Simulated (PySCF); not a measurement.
Input file:

```
{"job": {"kind": "nmr", "xc": "PBE0", "basis": "pcSseg-1"}, "charge": 0, "multiplicity": 1}
C     -1.095215     1.486132     0.281474
O     -0.276445     0.436155    -0.171249
C     -0.533591    -0.826392     0.398463
C      0.667744    -1.699327     0.091532
P      2.246694    -0.825600     0.632346
C      1.782003     0.746324     0.387524
O      1.888854     1.909226     0.388090
H     -2.101335     1.398233    -0.139981
H     -0.632037     2.409004    -0.064529
H     -1.160183     1.498958     1.374773
H     -0.676518    -0.732066     1.484657
H     -1.445819    -1.254648    -0.040378
H      0.731753    -1.893561    -0.980877
H      0.603417    -2.652912     0.616013
```

Launched as:

```sh
OMP_NUM_THREADS=1 python probes_run.py task.json out
```

Geometry: GFN2-xTB.

Method: PBE0/pcSseg-1, SCF density, gas phase, non-relativistic in PySCF 2.14.0.

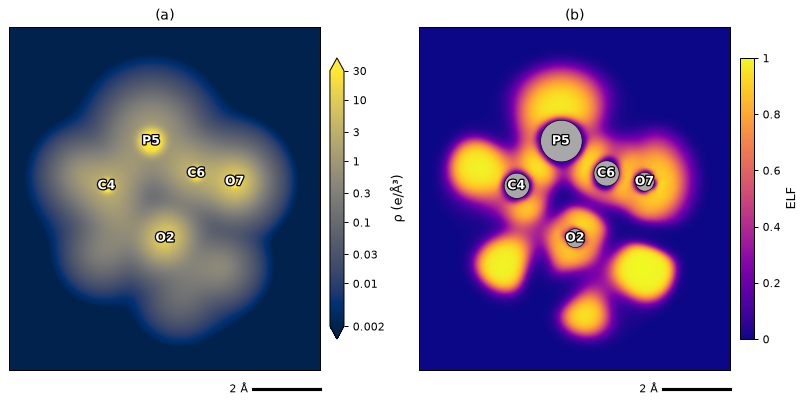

C4H7O2P (SMILES COCCP=C=O). (a) electron density; (b) electron localisation function on the plane of atoms C4, P5 and C6. Grey discs cover the atomic cores in the ELF map.

> Read the bonding off the picture.

The plane passes through O, C and P nuclei. C–O (1.17 Å): ρ is about 3.6 e/Å³ halfway; the ELF peaks at about 0.85 between the atoms (a multiple bond). C–P (1.66 Å): the density is about 1.3 e/Å³ at the midpoint; the ELF peaks at about 0.90 between the atoms; localised, covalent bonding. C–P (1.88 Å): the density is about 1 e/Å³ at the midpoint; the ELF peaks at about 0.95 between the atoms (a shared electron pair). The ELF also peaks beside O2, O7 and P5, away from the bonds: lone-pair regions.
